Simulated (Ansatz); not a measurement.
# Single-point calculation, with input and output: Si2H6

System: Si2H6.
Method: RKS PBE-D4/STO-3G (Ansatz 0.2.0).

The geometry is one partner of a complex, in the basis of both. The input adds 1 ghost centres (basis functions without nuclei or electrons, not drawn) at the places of a partner molecule, so the energy is that in the basis of the pair. The geometry comes from this level: PBE0-D4/def2-TZVPD.

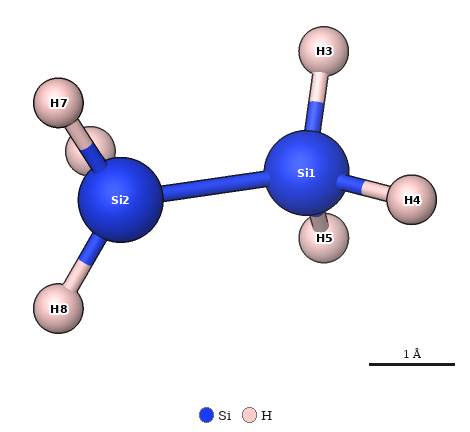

The structure as given in the input (ball-and-stick view, seen at a tilt; atoms are numbered from 1 in the order of the input). Bond lengths as drawn: H–Si 1.50 to 1.60 Å and Si–Si 2.36 Å.

Summary

| quantity | value |
| --- | --- |
| outcome | converged |
| total energy | −15659.7749 eV |
| mean-field energy | −15659.6449 eV |
| dispersion energy | −0.1300 eV |
| SCF solution under orbital rotations | stable |
| hardware | 4 threads of Arm Neoverse V1, 23 GiB of memory available, shared host |
| peak memory | 0.46 GiB |

The input
```yaml
crystal:
  periodic: [false, false, false]
  atoms:
    - {symbol: Si, position_ang: [0.107811, 1.097497, 0.605909]}
    - {symbol: Si, position_ang: [-0.112549, -0.924546, -0.585652]}
    - {symbol: H, position_ang: [1.497093, 1.220723, 1.170291]}
    - {symbol: H, position_ang: [-0.150842, 2.457020, 0.000735]}
    - {symbol: H, position_ang: [-0.771947, 1.081168, 1.826410]}
    - {symbol: H, position_ang: [0.333824, -1.526465, 0.822390]}
    - {symbol: H, position_ang: [1.094037, -1.541267, -1.251144]}
    - {symbol: H, position_ang: [-1.408121, -1.697105, -0.524418]}
basis:
  gaussian:
    orbitals: STO-3G
    ghost_atoms:
      - {symbol: F, position_ang: [-0.589405, -0.167026, -2.064623]}
hamiltonian: {xc: pbe, dispersion: d4}
```

Launched with:
```bash
ansatz run in.yaml --threads 4 --pin off --events-out ev --progress --plain --max-ram 9574MiB
```

The program's output
```
Functional definition: PBE
  name "PBE"
  cite "Perdew, Burke & Ernzerhof, Phys. Rev. Lett. 77, 3865 (1996) doi:10.1103/PhysRevLett.77.3865"
  parent pbe
  parameter kappa = 0.804
  parameter beta = 0.06672455060314922
  exchange = pbe_x(kappa = kappa, mu = beta*pi^2/3)
  correlation = pbe_c(beta = beta)
317 factors; integrals over basis functions are off by at most 9.3e-4 eV
mean field evaluation 1: about -15657.7418 eV, gradient 2.3e1 eV
mean field evaluation 2: about -15656.5717 eV, gradient 2.7e1 eV
mean field evaluation 4: about -15659.6866 eV, gradient 1.1e0 eV
mean field evaluation 8: about -15659.6449 eV, gradient 5.4e-3 eV
mean field -15659.64486933 eV, -575.4813344592 hartree, gradient 9.3e-6 eV, S^2 0.000000; 0 other end points of the search recorded, 0 dependent functions left out
reference -15659.64488921 eV, -575.4813351900 hartree; 17, 17 occupied and 12, 12 virtual orbitals, 317 factors
Total energy: -15659.77488510 eV, -575.4861124509 hartree
```
